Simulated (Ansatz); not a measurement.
Breaking a bond: HCl (cation, charge +1), doublet.

Computed with: UCCSD(T) = Ansatz (a first-principles code) with CCSD(T) on UHF/aug-cc-pVDZ, frozen core; UKS-PBE = unrestricted PBE/aug-cc-pVDZ (Ansatz); UKS-B3LYP = Ansatz with unrestricted B3LYP/aug-cc-pVDZ; UCCSDT(Q) = CCSDT(Q) on UHF/aug-cc-pVDZ, frozen core (Ansatz); FCI = full CI/aug-cc-pVDZ, frozen core in Ansatz.

Cost and accuracy over the 22 points of the scan, with FCI as yardstick. Costs are rough ratios of core time within Ansatz on shared cores, each with its mean field (Kohn-Sham runs search longer for lower solutions than correlated ones do); the miss is the largest error against full CI of the curve after the mean shift, in kJ/mol.

Problem. Which is the cheapest of these levels that stays within 39 kJ/mol of FCI?

Solution. UCCSD(T).

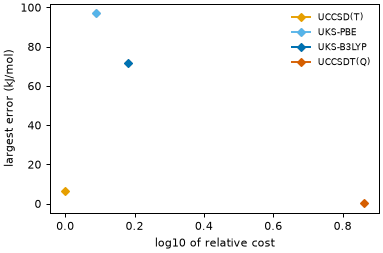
*Miss against cost, one point a level.*

| level | relative cost | largest error |
|---|---|---|
| UCCSD(T) | 1 | 6.3 |
| UKS-PBE | 1 | 96.9 |
| UKS-B3LYP | 2 | 71.8 |
| UCCSDT(Q) | 7 | 0.3 |

Costs within a factor of two of each other count as equal.

The unrestricted determinant behind UCCSD(T), UCCSDT(Q) is spin-contaminated at 1.93 to 4.54 Å (<S²> up to 1.8, against 0.75 for a pure doublet). The unrestricted determinant behind UKS-PBE, UKS-B3LYP is spin-contaminated at 2.34 to 4.54 Å (<S²> up to 1.3, against 0.75 for a pure doublet).
